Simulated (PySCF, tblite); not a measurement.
# C7H13BOSi: geometry, infrared bands and NMR shifts

What infrared bands and NMR shifts should C7H13BOSi (`B/C=C1/C=C[Si@H]1OC(C)C`) show?

Programs: tblite 0.8.0 and PySCF 2.14.0, with density-fitted response routines of our own. Each step states its level of theory. These are calculated values for one molecule in the gas phase, unless marked as measured. Atoms are numbered from 0 throughout.

### Step 1. The molecule as given

23 atoms, charge 0, multiplicity 1; geometry from: force field or distance geometry start.

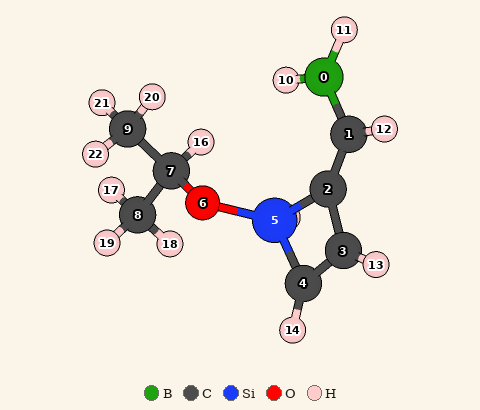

As it starts; boron green, carbon dark grey, silicon blue, oxygen red, hydrogen pink, atoms numbered.

### Step 2. Optimising the geometry with GFN2-xTB

The job: settings as JSON, then the geometry in Å.

```
{"job": {"kind": "relax", "xc": "GFN2-xTB", "basis": "xTB"}, "charge": 0, "multiplicity": 1}
B     -1.790600     2.051700     1.266500
C     -2.683100     0.893400     0.692100
C     -2.162900    -0.299000     0.366700
C     -2.779200    -1.560100    -0.210500
C     -1.632100    -2.324100    -0.292100
Si    -0.604700    -1.051000     0.356500
O      0.433400    -0.363500    -0.860600
C      1.596700     0.204000    -0.270400
C      2.713700    -0.851100    -0.206200
C      2.028500     1.377800    -1.135300
H     -0.639000     1.918800     1.419800
H     -2.307500     3.081800     1.549000
H     -3.744500     1.061900     0.590800
H     -3.799100    -1.800700    -0.461000
H     -1.430100    -3.317600    -0.643600
H     -0.008600    -1.326000     1.688800
H      1.417700     0.614500     0.752000
H      3.634700    -0.402000     0.205700
H      2.407100    -1.683100     0.461100
H      2.926800    -1.252300    -1.213300
H      1.219900     2.145400    -1.172300
H      2.939900     1.857700    -0.710500
H      2.258200     1.050400    -2.163300
```

The run is started by

```console
> OMP_NUM_THREADS=1 python probes_run.py task.json out
```

This one command runs all jobs of the session in turn.

Standard output:

```text
step      E/eV     max force
  0    -776.91357    8.147
  1    -777.62499    3.068
  2    -777.74801    1.322
  3    -777.81169    0.690
  4    -777.85901    0.616
  5    -777.89543    0.537
  6    -777.93468    0.662
  7    -777.97415    0.558
  8    -778.00231    0.361
  9    -778.02146    0.252
 10    -778.03820    0.301
 11    -778.05525    0.379
 12    -778.06972    0.329
 13    -778.08047    0.254
 14    -778.08862    0.204
 15    -778.09552    0.194
 16    -778.10161    0.189
 17    -778.10690    0.184
 18    -778.11172    0.142
 19    -778.11664    0.163
 20    -778.12118    0.174
 21    -778.12476    0.125
 22    -778.12796    0.128
 23    -778.13185    0.140
 24    -778.13682    0.205
 25    -778.14171    0.171
 26    -778.14527    0.118
 27    -778.14803    0.101
 28    -778.15062    0.133
 29    -778.15283    0.127
 30    -778.15451    0.090
 31    -778.15587    0.086
 32    -778.15733    0.104
 33    -778.15905    0.118
 34    -778.16067    0.107
 35    -778.16184    0.077
 36    -778.16271    0.067
 37    -778.16360    0.096
 38    -778.16467    0.093
 39    -778.16583    0.066
 40    -778.16691    0.061
 41    -778.16788    0.078
 42    -778.16875    0.075
 43    -778.16947    0.061
 44    -778.17002    0.048
 45    -778.17048    0.069
 46    -778.17098    0.073
 47    -778.17147    0.052
 48    -778.17190    0.049
 49    -778.17227    0.046
 50    -778.17266    0.058
 51    -778.17305    0.052
 52    -778.17340    0.052
 53    -778.17371    0.053
 54    -778.17397    0.041
 55    -778.17420    0.038
 56    -778.17439    0.029
 57    -778.17455    0.033
 58    -778.17468    0.028
 59    -778.17482    0.025
 60    -778.17495    0.026
 61    -778.17509    0.026
 62    -778.17527    0.033
 63    -778.17553    0.039
 64    -778.17585    0.038
 65    -778.17618    0.043
 66    -778.17648    0.039
 67    -778.17676    0.039
 68    -778.17702    0.041
 69    -778.17724    0.038
 70    -778.17741    0.033
 71    -778.17757    0.031
 72    -778.17779    0.034
 73    -778.17809    0.032
 74    -778.17841    0.036
 75    -778.17868    0.035
 76    -778.17889    0.031
 77    -778.17912    0.033
 78    -778.17943    0.034
 79    -778.17981    0.041
 80    -778.18018    0.050
 81    -778.18049    0.045
 82    -778.18073    0.041
 83    -778.18090    0.033
 84    -778.18102    0.020
 85    -778.18108    0.017
 86    -778.18112    0.016
 87    -778.18117    0.019
 88    -778.18123    0.025
 89    -778.18131    0.022
 90    -778.18140    0.016
 91    -778.18146    0.013
 92    -778.18151    0.012
 93    -778.18155    0.021
 94    -778.18159    0.012
 95    -778.18163    0.011
 96    -778.18165    0.009
```

It took 1.2 s on 1 thread of AMD EPYC 7B13, shared host; peak memory 0.18 GiB.

Relaxation path: (not every step is listed)

| step | energy from step 0 (eV) | largest force (eV/Å) |
| --- | --- | --- |
| 0 | 0.0000 | 8.1474 |
| 1 | -0.7114 | 3.0683 |
| 2 | -0.8344 | 1.3220 |
| 3 | -0.8981 | 0.6896 |
| 4 | -0.9454 | 0.6160 |
| 5 | -0.9819 | 0.5371 |
| 6 | -1.0211 | 0.6622 |
| 7 | -1.0606 | 0.5584 |
| 8 | -1.0887 | 0.3609 |
| 16 | -1.1880 | 0.1891 |
| 24 | -1.2232 | 0.2053 |
| 32 | -1.2438 | 0.1041 |
| 40 | -1.2533 | 0.0611 |
| 48 | -1.2583 | 0.0490 |
| 56 | -1.2608 | 0.0289 |
| 64 | -1.2623 | 0.0380 |
| 72 | -1.2642 | 0.0337 |
| 80 | -1.2666 | 0.0498 |
| 88 | -1.2677 | 0.0251 |
| 91 | -1.2679 | 0.0127 |
| 92 | -1.2679 | 0.0120 |
| 93 | -1.2680 | 0.0211 |
| 94 | -1.2680 | 0.0118 |
| 95 | -1.2681 | 0.0108 |
| 96 | -1.2681 | 0.0086 |

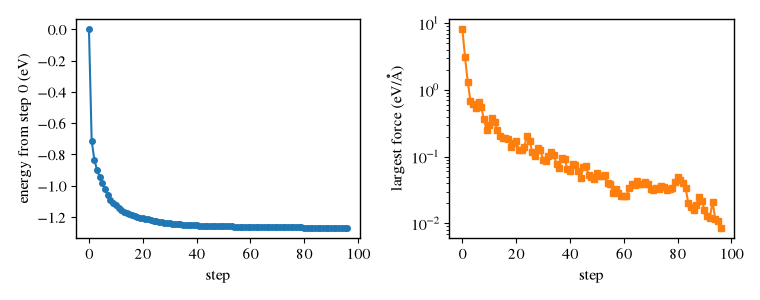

Energy and largest force along the relaxation.

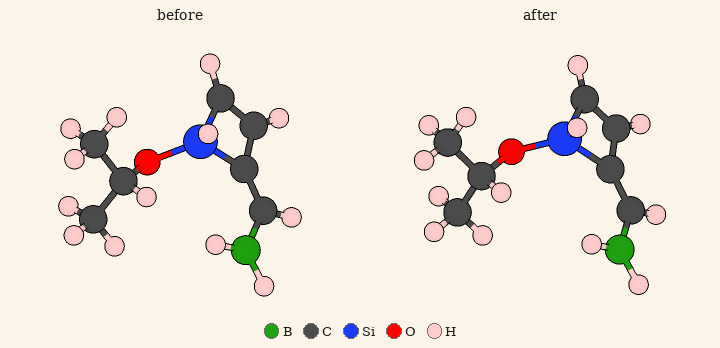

The geometry before (left) and after (right).

Distances of close pairs at the start and the end, largest changes first:

| bond | before (Å) | after (Å) | change (Å) |
| --- | --- | --- | --- |
| C2–Si5 | 1.730 | 1.912 | +0.182 |
| C4–Si5 | 1.760 | 1.892 | +0.132 |
| Si5–O6 | 1.741 | 1.609 | -0.132 |
| C2–C3 | 1.518 | 1.455 | -0.063 |
| B0–C1 | 1.571 | 1.526 | -0.045 |
| C3–C4 | 1.381 | 1.347 | -0.034 |
| C9–H20 | 1.116 | 1.087 | -0.028 |
| C9–H21 | 1.114 | 1.086 | -0.028 |

The final coordinates are the input of the step that follows.

### Step 3. Harmonic vibrations with GFN2-xTB

The job: settings as JSON, then the geometry in Å.

```
{"job": {"kind": "ir", "xc": "GFN2-xTB", "basis": "xTB"}, "charge": 0, "multiplicity": 1}
B     -2.080618     2.095580     1.375161
C     -2.828723     0.955008     0.691522
C     -2.245087    -0.221314     0.385345
C     -2.788703    -1.400073    -0.271254
C     -1.730822    -2.222305    -0.405802
Si    -0.533740    -1.067402     0.495839
O      0.679963    -0.606358    -0.454570
C      1.850312     0.132052    -0.179060
C      3.046295    -0.812700    -0.229501
C      1.964488     1.250219    -1.208668
H     -0.942312     1.962882     1.629142
H     -2.625101     3.096272     1.649121
H     -3.879258     1.060298     0.424353
H     -3.813410    -1.548540    -0.578183
H     -1.726488    -3.195431    -0.867981
H     -0.096336    -1.440587     1.840920
H      1.775928     0.567809     0.825593
H      3.965189    -0.269823    -0.026916
H      2.926712    -1.599851     0.510616
H      3.110974    -1.270009    -1.213319
H      1.093152     1.897326    -1.147308
H      2.859040     1.839423    -1.027204
H      2.013793     0.824508    -2.207768
```

Standard output:

```text
mode    cm-1     km/mol
  1     -27.0      0.19
  2      23.8      1.14
  3      60.3      0.36
  4     104.1      1.53
  5     133.7      1.28
  6     168.1      2.54
  7     180.8      0.00
  8     197.9      3.34
  9     218.0      1.66
 10     226.8      0.91
 11     246.8      2.33
 12     320.7      2.76
 13     399.9      3.23
 14     410.2      2.40
 15     445.7      1.56
 16     490.1     31.80
 17     540.8     38.92
 18     579.1     54.31
 19     604.0     42.45
 20     702.4    128.95
 21     751.2     38.07
 22     780.9     77.37
 23     796.1     53.88
 24     814.6     44.18
 25     852.8     30.51
 26     869.6     57.47
 27     905.5     29.18
 28     925.0     20.27
 29     939.8      0.90
 30     968.2      0.63
 31    1036.2      5.66
 32    1059.4     42.95
 33    1075.0    171.67
 34    1096.7      3.40
 35    1145.9      9.03
 36    1157.4    230.40
 37    1172.8     91.15
 38    1211.5    108.33
 39    1257.3      9.59
 40    1298.6     59.08
 41    1321.6     13.12
 42    1324.0     20.60
 43    1391.2     16.38
 44    1403.2      8.98
 45    1471.5      1.53
 46    1480.7      3.32
 47    1485.9      0.92
 48    1497.1      4.61
 49    1536.0     17.20
 50    1626.3    127.94
 51    2246.6    323.06
 52    2599.4    140.50
 53    2635.9    217.62
 54    2885.9     55.27
 55    2971.9     98.56
 56    3040.7     10.72
 57    3044.1      9.44
 58    3044.4      5.86
 59    3046.1     23.89
 60    3048.8     38.26
 61    3049.8     57.14
 62    3061.4     61.02
 63    3090.5     91.79
```

Wall time 1.4 s (1 thread of AMD EPYC 7B13, shared host); peak memory 0.18 GiB.

Which atoms move in the most intense modes:

| cm⁻¹ | km/mol | atoms |
| --- | --- | --- |
| 702 | 128.9 | H15 68 % |
| 1075 | 171.7 | O6 33 %, Si5 11 % |
| 1157 | 230.4 | C7 35 %, O6 24 % |
| 1212 | 108.3 | H11 32 %, B0 24 %, H10 23 %, H12 13 % |
| 1626 | 127.9 | C2 53 %, C1 39 % |
| 2247 | 323.1 | H15 97 % |
| 2599 | 140.5 | H10 82 %, H11 13 % |
| 2636 | 217.6 | H11 79 %, H10 10 %, B0 10 % |

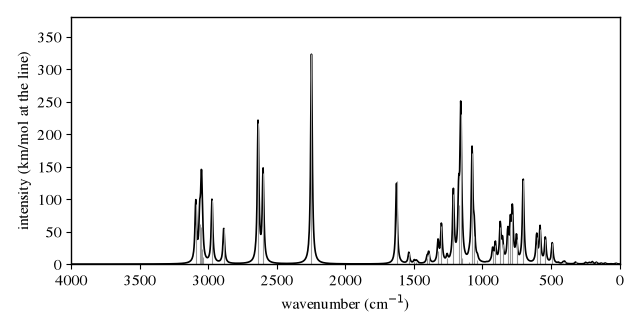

The infrared spectrum from these modes, unscaled. Lines are broadened to a width of 14 cm⁻¹ (Lorentzian).

### Step 4. Nuclear shieldings: PBE0/pcSseg-1

The job, as its differences from that of step 3:

```diff
@@ -1,2 +1,2 @@
-{"job": {"kind": "ir", "xc": "GFN2-xTB", "basis": "xTB"}, "charge": 0, "multiplicity": 1}
+{"job": {"kind": "nmr", "xc": "PBE0", "basis": "pcSseg-1"}, "charge": 0, "multiplicity": 1}
 B     -2.080618     2.095580     1.375161
```

Method: GIAO PBE0/pcSseg-1 NMR shielding, non-relativistic, gas phase.

Standard output:

```text
coarse grid: 19464 points
cycle   1  E = -663.2724228074  dE =  1.251e+00  |g| = 7.621e-01  |ddm| = 4.292e+00
cycle   2  E = -663.1444634611  dE =  1.280e-01  |g| = 1.127e+00  |ddm| = 1.661e+00
cycle   3  E = -663.3911965636  dE = -2.467e-01  |g| = 1.665e-01  |ddm| = 1.148e+00
cycle   4  E = -663.3968114458  dE = -5.615e-03  |g| = 4.144e-02  |ddm| = 1.673e-01
cycle   5  E = -663.3971689795  dE = -3.575e-04  |g| = 1.777e-02  |ddm| = 5.494e-02
cycle   6  E = -663.3972571851  dE = -8.821e-05  |g| = 6.139e-03  |ddm| = 2.248e-02
cycle   7  E = -663.3972665859  dE = -9.401e-06  |g| = 1.293e-03  |ddm| = 6.097e-03
final grid: 182640 points
cycle   8  E = -663.4671128038  dE = -4.115e-05  |g| = 1.245e-02  |ddm| = 3.580e-02
cycle   9  E = -663.4670812514  dE =  3.155e-05  |g| = 1.783e-02  |ddm| = 2.316e-02
cycle  10  E = -663.4671461546  dE = -6.490e-05  |g| = 2.209e-03  |ddm| = 1.450e-02
cycle  11  E = -663.4671472406  dE = -1.086e-06  |g| = 2.925e-04  |ddm| = 2.114e-03
cycle  12  E = -663.4671472563  dE = -1.565e-08  |g| = 1.464e-04  |ddm| = 3.568e-04
cycle  13  E = -663.4671472612  dE = -4.930e-09  |g| = 4.962e-05  |ddm| = 1.729e-04
cycle  14  E = -663.4671472618  dE = -6.066e-10  |g| = 1.028e-05  |ddm| = 5.726e-05
converged SCF energy = -663.4671472618

GIAO shielding tensors (ppm)
atom      isotropic    diamagn.    paramagn.     s11        s22        s33       span
  0 B       31.875     195.079    -163.205    -22.498     -8.296    126.418    148.916
  1 C       43.389     254.263    -210.874    -52.384      9.337    173.215    225.599
  2 C      -22.739     264.466    -287.205   -122.730    -50.478    104.990    227.721
  3 C       16.172     258.998    -242.825    -95.509      2.266    141.759    237.268
  4 C        6.109     261.902    -255.794   -108.915    -27.784    155.025    263.940
  5 Si     372.826     881.393    -508.567    339.665    365.552    413.262     73.597
  6 O      254.734     401.324    -146.590    236.459    254.265    273.478     37.019
  7 C      116.720     239.497    -122.777     85.578    107.484    157.100     71.522
  8 C      159.105     247.216     -88.111    139.621    151.691    186.002     46.381
  9 C      159.889     248.065     -88.177    142.000    151.764    185.903     43.902
 10 H       25.208      33.299      -8.091     18.580     27.856     29.189     10.609
 11 H       24.853      30.498      -5.646     20.555     26.491     27.513      6.958
 12 H       24.300      30.705      -6.405     21.622     23.997     27.281      5.659
 13 H       23.668      32.671      -9.003     21.188     24.171     25.645      4.458
 14 H       23.558      32.318      -8.760     18.972     25.278     26.425      7.453
 15 H       26.013      30.015      -4.002     22.953     24.806     30.279      7.325
 16 H       27.463      32.218      -4.755     24.215     27.567     30.607      6.391
 17 H       30.654      28.103       2.551     26.452     28.246     37.263     10.812
 18 H       30.207      29.638       0.569     26.234     28.738     35.650      9.416
 19 H       30.358      29.379       0.979     27.751     28.451     34.872      7.121
 20 H       30.184      31.932      -1.748     25.804     29.073     35.675      9.871
 21 H       30.721      29.561       1.160     26.653     28.232     37.279     10.626
 22 H       30.425      30.687      -0.262     27.730     28.603     34.942      7.212
```

Run time: 63 s. Hardware: 1 thread of AMD EPYC 7B13, shared host; peak memory 1.1 GiB.

The references, computed at this level on geometries of the same kind, shield at (ppm): 1H TMS 31.72, 13C TMS 186.9, 29Si TMS 349.2, 17O H2O 336.1, 11B BF3·OEt2 100.1. Their shielding less the atom's gives the shift. The references are single molecules in the gas phase, so shifts against H2O, NH3, PH3, H3PO4 or CFCl3 are not on the usual liquid scales and can be off by tens of ppm. Atoms listed in one row are averaged.

```
        atoms                                                   environment  σ (ppm)  δ (ppm)  δ scaled to CDCl3
           C2                               fully substituted alkene carbon    -22.7    209.7              202.7
           C4                                                     alkene CH      6.1    180.8              174.6
           C3                                                     alkene CH     16.2    170.8              164.7
           C1                                                     alkene CH     43.4    143.5              138.2
           C7                                            sp3 CH bonded to O    116.7     70.2               66.6
           C8                                                 methyl carbon    159.1     27.8               25.2
           C9                                                 methyl carbon    159.9     27.0               24.5
          H14                                      hydrogen on an alkene CH    23.56     8.16               7.80
          H13                                      hydrogen on an alkene CH    23.67     8.05               7.69
          H12                                      hydrogen on an alkene CH    24.30     7.42               7.10
     H10, H11                               hydrogen on a boron bonded to C    25.03     6.69                  –
          H15  hydrogen on a silicon bonded to 2 C, O, in a 4-membered ring    26.01     5.70                  –
          H16                             hydrogen on an sp3 CH bonded to O    27.46     4.25               4.12
H17, H18, H19                                   hydrogen on a methyl carbon    30.41     1.31               1.34
H20, H21, H22                                   hydrogen on a methyl carbon    30.44     1.27               1.31
           B0                                        boron bonded to C, 2 H     31.9     68.2                  –
          Si5             silicon bonded to 2 C, O, H, in a 4-membered ring    372.8    -23.7                  –
           O6                                        oxygen bonded to C, Si    254.7     81.3                  –
```

The scaled column applies a straight-line fit of computed shieldings to shifts measured in CDCl3 (root-mean-square error 0.16 ppm for H, 1.9 ppm for C).

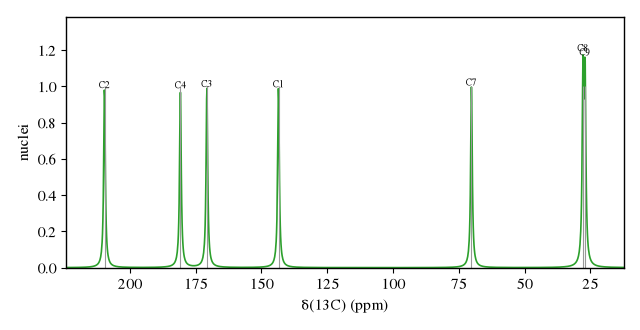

13C lines at the computed shifts, without couplings. Lines are broadened to a width of 0.73 ppm (Lorentzian).

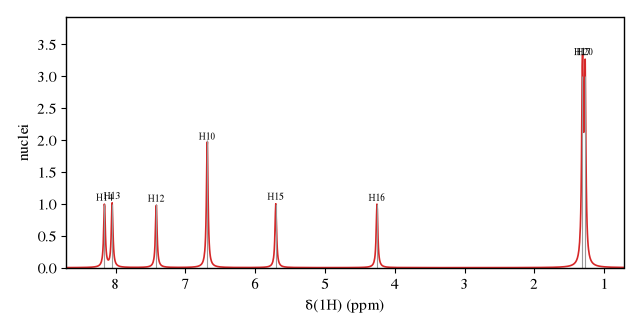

1H lines at the computed shifts, without couplings. Lines are broadened to a width of 0.03 ppm (Lorentzian).

The run also stored atomic charges by several schemes (e):

```csv
atoms,Mulliken,IAO,Hirshfeld,ESP fit
B0,0.17,-0.02,0.10,0.27
C1,-0.24,-0.30,-0.14,-0.31
C2,-0.38,-0.19,-0.06,-0.11
C3,-0.06,-0.12,-0.03,-0.01
C4,-0.33,-0.40,-0.12,-0.45
Si5,1.04,1.11,0.41,0.72
O6,-0.61,-0.63,-0.21,-0.45
C7,-0.05,0.12,0.06,0.57
C8,-0.22,-0.43,-0.12,-0.64
C9,-0.22,-0.42,-0.12,-0.63
```

ESP fit charges:

B0 0.27; C1 -0.31; C2 -0.11; C3 -0.01; C4 -0.45; Si5 0.72; O6 -0.45; C7 0.57; C8 -0.64; C9 -0.63; H10 -0.14; H11 -0.12; H12 0.13; H13 0.14; H14 0.20; H15 -0.14; H16 0.00; H17 0.17; H18 0.15; H19 0.18; H20 0.17; H21 0.16; H22 0.17

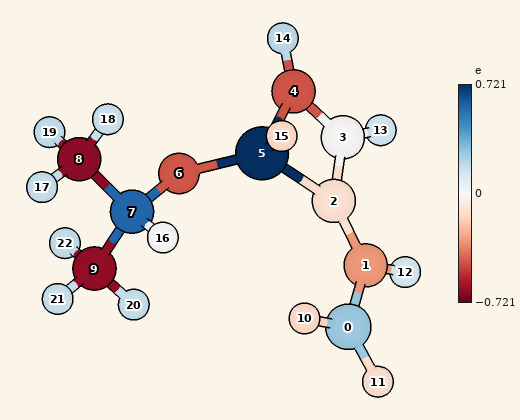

ESP fit charges, as colours on the atoms.

Mayer bond orders: B0–C1 1.11, C1–C2 1.66, C2–C3 1.08, C3–C4 1.71, C4–Si5 0.87, Si5–O6 1.05, O6–C7 0.82, C7–C8 1.03, C7–C9 1.04, Si5–C2 0.80.

Ring of atoms C2, C3, C4, Si5: NICS(0) 4.5, NICS(1) -3.4, NICS(1)zz 0.6 ppm (means of both faces).

Orbitals, density, ELF and potential are computed afterwards from the orbital file.

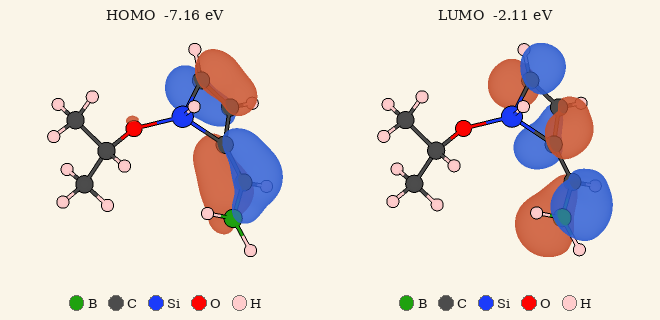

Frontier orbitals at PBE0/pcSseg-1; each surface holds 70 % of the orbital's density, blue and red mark the sign.

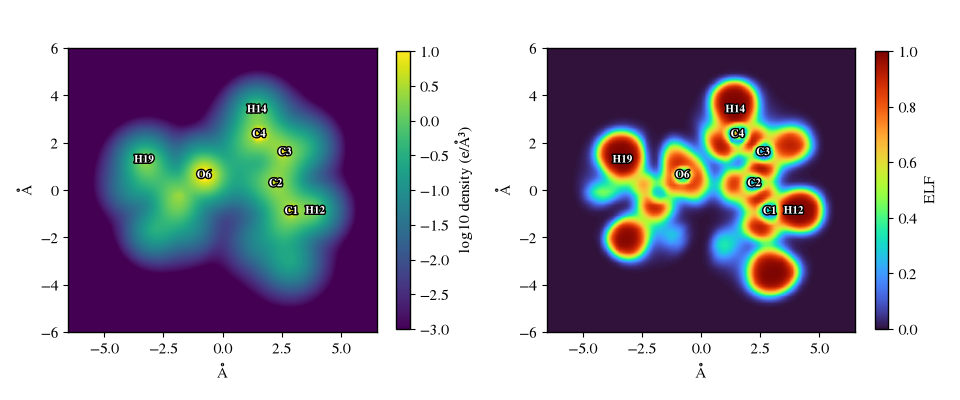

Density (left) and ELF (right) in a plane through or near 8 of the atoms.

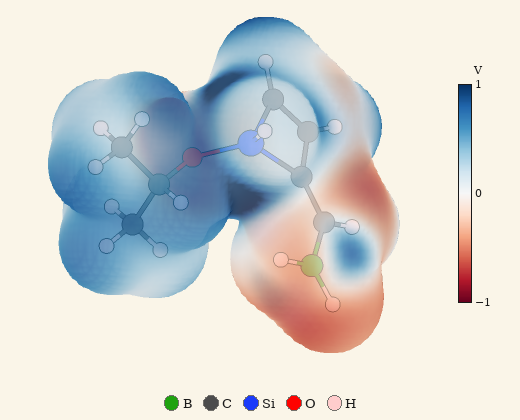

Electrostatic potential on the surface of density 0.002 e/bohr³; red is low, blue high. It runs from -1.00 V near O6 to 0.99 V near H16.

### Step 5. What came out

| quantity | value |
| --- | --- |
| strongest single infrared mode (GFN2-xTB) | 2247 cm⁻¹, 323 km/mol |
| zero-point energy (GFN2-xTB) | 112.2 kcal/mol |
| 13C shifts against TMS (PBE0/pcSseg-1) | 209.7, 180.8, 170.8, 143.5, 70.2, 27.8, 27.0 ppm |
| 1H shifts against TMS (PBE0/pcSseg-1, means over atoms taken as alike) | 8.16, 8.05, 7.42, 6.69, 5.70, 4.25, 1.31, 1.27 ppm |
| 11B shifts against BF3·OEt2 (PBE0/pcSseg-1) | 68.2 ppm |
| 29Si shifts against TMS (PBE0/pcSseg-1) | -23.7 ppm |
| 17O shifts against H2O (PBE0/pcSseg-1) | 81.3 ppm |
| surface potential, least and greatest | -1.00 V and 0.99 V |

**Reading.** The optimisation took 96 steps and gained 1.268 eV; among the close pairs (by a distance rule), C2–Si5 changed most, from 1.730 to 1.912 Å. The lowest mode is imaginary (27i cm⁻¹), so the xTB geometry is not a minimum. The strongest single mode, at 2247 cm⁻¹, moves mainly H15. GFN2-xTB is a fitted tight-binding method: band positions and strengths are rough. Its intensities can rank the bands wrongly. At PBE0/pcSseg-1: The widest tensor belongs to C4: span 264 ppm, with a paramagnetic part of -256 ppm. At PBE0/pcSseg-1, counted by nearest atom on the grid, the HOMO lies on C1 33 %; C4 22 %, the LUMO on B0 26 %; C2, C4 about 20 % each.
